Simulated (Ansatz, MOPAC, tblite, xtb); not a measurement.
# How methods differ on C2H7Si (SMILES C[SiH]C)

C2H7Si: 10 atoms, total charge 0, spin state doublet. SMILES: `C[SiH]C`. Geometry: relaxed at PBE0-D4/def2-TZVP.

Each level gives the dipole moment (D). The values are calculated.

```tsv
level	kind	program	value (D)
MNDO	semi-empirical	MOPAC	0.57
PM7	semi-empirical	MOPAC	0.58
GFN1-xTB	semi-empirical	xtb	1.25
IPEA1-xTB	semi-empirical	tblite	1.35
UHF/STO-3G	Hartree–Fock	Ansatz	0.71
UHF/3-21G	Hartree–Fock	Ansatz	0.62
UHF/6-31G	Hartree–Fock	Ansatz	0.65
UHF/6-31G* (spherical functions)	Hartree–Fock	Ansatz	0.69
UHF/def2-SVP	Hartree–Fock	Ansatz	0.70
USVWN5/cc-pVDZ	LDA	Ansatz	1.02
```

The values span 0.57 to 1.35 D. Magnitudes only: a small dipole may point the other way at some levels. Sets without polarisation functions give poor dipoles.

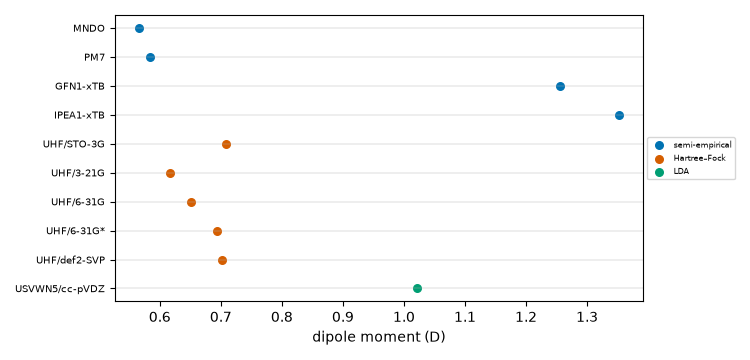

The values of the table, level by level.
